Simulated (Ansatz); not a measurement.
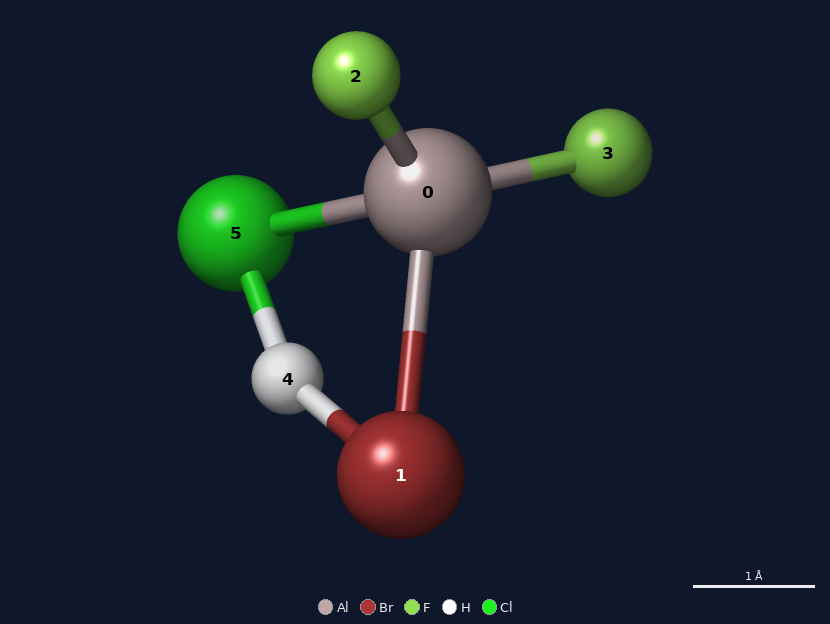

The picture shows the input geometry. Atoms are numbered from 0, in the order of the input.

Input file:

```yaml
crystal:
  periodic: [false, false, false]
  atoms:
    - {symbol: Al, position_ang: [-0.519982, -0.170864, -0.343757]}
    - {symbol: Br, position_ang: [1.661915, -1.050862, 0.296286]}
    - {symbol: F, position_ang: [-0.451083, 0.306127, -2.007877]}
    - {symbol: F, position_ang: [-1.795944, -1.126485, 0.250796]}
    - {symbol: H, position_ang: [1.011763, 0.438087, 0.817204]}
    - {symbol: Cl, position_ang: [-0.074055, 1.537576, 0.914092]}
basis:
  gaussian: {orbitals: def2-mTZVP}
hamiltonian: {xc: r2scan, dispersion: d4}
saddle:
  f_tol: 0.1
  max_steps: 40
  mode_guess:
    - [-0.2655, 0.3530, 0.0706]
    - [0.0543, 0.2186, 0.1612]
    - [0.0601, -0.0384, -0.0346]
    - [0.0316, -0.0703, 0.0183]
    - [0.4616, -0.5851, -0.1054]
    - [-0.3421, 0.1223, -0.1100]
```

It was started with:

```sh
ansatz run in.yaml --threads 4 --pin off --events-out ev --progress --plain --max-ram 9574MiB
```

Output (its end):

```
mean field -94620.61291796 eV, -3477.2433885801 hartree, gradient 2.0e-5 eV, S^2 0.000000; 1 other end points of the search recorded, 0 dependent functions left out
the calculation of the forces begins
reference -94620.61292975 eV, -3477.2433890133 hartree; 42, 42 occupied and 79, 79 virtual orbitals, 1156 factors
saddle step   6: F+E_penalty+E_count = -94620.65097162 eV  max|allowed force component| = 1.825e-3 eV/Å  curvature = -1.4958 eV/Å² (error put at 0.0041; -1.4999 at half of saddle.amplitude)  mode residual = 8.23e-1 eV/Å²  Δτ_max = 0.0128 Å  (1 rotations, 37 force calls, 840 SCF iters)  order check (unasked): positive, curvature across the mode = +1.0911 eV/Å²; +0.9989 less its residual, +0.9988 less it at half of saddle.amplitude; error put at 0.0001 (29 force calls)  cluster: 3 rotations left out, max|force component along them| = 8.346e-9 eV/Å
WARN: saddle search: converged after 6 steps; from 2 of them it moved with no negative curvature along its mode to follow; the point found lies 0.154 Å from the start (the largest move of one atom). A search that has climbed so is the less sure of closing on the saddle that was meant: its order check read positive: it found no second negative curvature, which short of reading every direction across the mode is no proof (saddle.order_check, Limitations), and says nothing of whether the point is that saddle. Compare its geometry with the start
Total energy: -94620.65098341 eV, -3477.2447874596 hartree
Atom 0 at    -0.547596    -0.181966    -0.412477 Å, force    -0.000220    -0.001825     0.000426 eV/Å
Atom 1 at     1.620505    -1.039589     0.286107 Å, force    -0.000471    -0.000002    -0.000726 eV/Å
Atom 2 at    -0.518778     0.249522    -1.994911 Å, force     0.000053    -0.000328     0.001296 eV/Å
Atom 3 at    -1.759517    -1.104655     0.196644 Å, force     0.000886     0.000812    -0.001191 eV/Å
Atom 4 at     1.121400     0.450426     0.924245 Å, force    -0.000111    -0.000269    -0.000169 eV/Å
Atom 5 at    -0.083400     1.559841     0.927136 Å, force    -0.000137     0.001611     0.000365 eV/Å
Dipole moment:     0.413850     0.066679     0.275421 e Å
```

The calculation finished and met its thresholds.
